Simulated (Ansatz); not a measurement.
Consider PCS4.

The calculation's input:

```
crystal:
  lattice:
    - [0.0, 3.5870738361, 3.5870738361]
    - [3.5870738361, 0.0, 3.5870738361]
    - [3.5870738361, 3.5870738361, 0.0]
  atoms:
    - { symbol: P, position: [0.0, 0.0, 0.0], spin: -0.19 }
    - { symbol: C, position: [0.25, 0.25, 0.25], spin: 0.92 }
    - { symbol: S, position: [0.6174181222, 0.6174181222, 0.1477456335] }
    - { symbol: S, position: [0.6174181222, 0.1477456335, 0.6174181222] }
    - { symbol: S, position: [0.1477456335, 0.6174181222, 0.6174181222] }
    - { symbol: S, position: [0.6174181222, 0.6174181222, 0.6174181222] }
basis:
  ecutwfc: 420
kpoints:
  mp_grid: { grid: [10, 10, 10] }
hamiltonian:
  xc: pbe
  dispersion: d3bj
scf:
  occupations: { method: gaussian, width: 0.1 }
output:
  forces: true
  stress: true
  eigenvalues: true
  populations: true
  write_density: true
  write_potential: true
  elf: true
  volumetric_format: npy
magnetization:
  spin_polarized: true
relax:
  adjacent_minimum: "off"
  f_tol: 0.01
  max_steps: 80
  cell: { stress_tol: 0.05 }
```

Command:

```sh
ansatz run input.yaml --threads 1 --pin off --max-ram 2560MiB --backend cpu --events-out ev --progress --plain --runs-dir out
```

Below, planes, directions and counts refer to the conventional cell (a = 7.06 Å, b = 7.06 Å, c = 7.06 Å, α = 90.00°, β = 90.00°, γ = 90.00°).

The fields are those of the run's last geometry, not of the input's.

Space group F-43m; a structure generated by program, which may or may not match a known phase; the program warned that a starting moment wasn't kept; spin-polarised, but the moments vanished.

Method: DFT PBE+D3(BJ), scalar-relativistic, plane waves, PAW (Ansatz).

Question: What will maps of the valence pseudo-density and electron localisation function show?

Answer: S–S (2.48 Å): ρ is about 0.44 e/Å³ halfway; the ELF peaks at about 0.80 in the valence shell of S, 0.7 Å from its nucleus, and drops to about 0.45 between the two atoms.
C–S (2.93 Å): ρ at the midpoint is about 0.14 e/Å³; the ELF peaks at about 0.85 in the valence shell of S, 0.8 Å from its nucleus, and drops to about 0.10 between the two atoms.
P–S (2.93 Å): ρ at the midpoint is about 0.2 e/Å³; the ELF peaks at about 0.85 in the valence shell of S, 0.8 Å from its nucleus, and drops to about 0.20 between the two atoms.
P–C (3.06 Å): ρ at the midpoint is about 0.13 e/Å³; the ELF is about 0.20 at the midpoint (no localised pair shows between them).

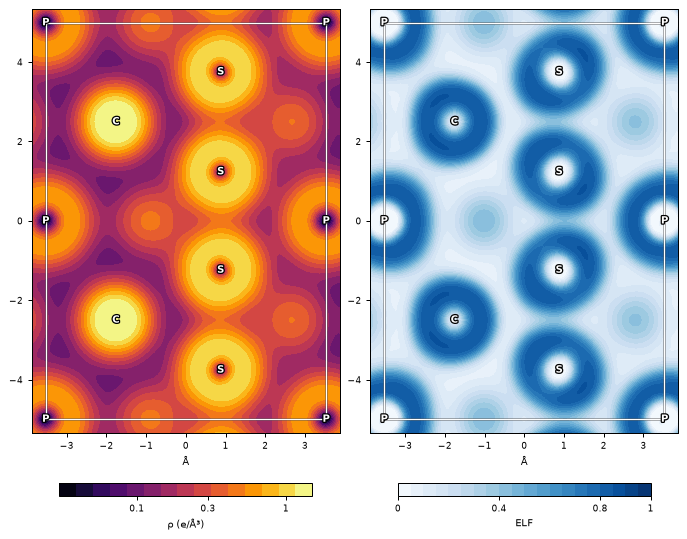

Computed valence pseudo-density and electron localisation function on the (011) plane of the conventional cell, in this order. 
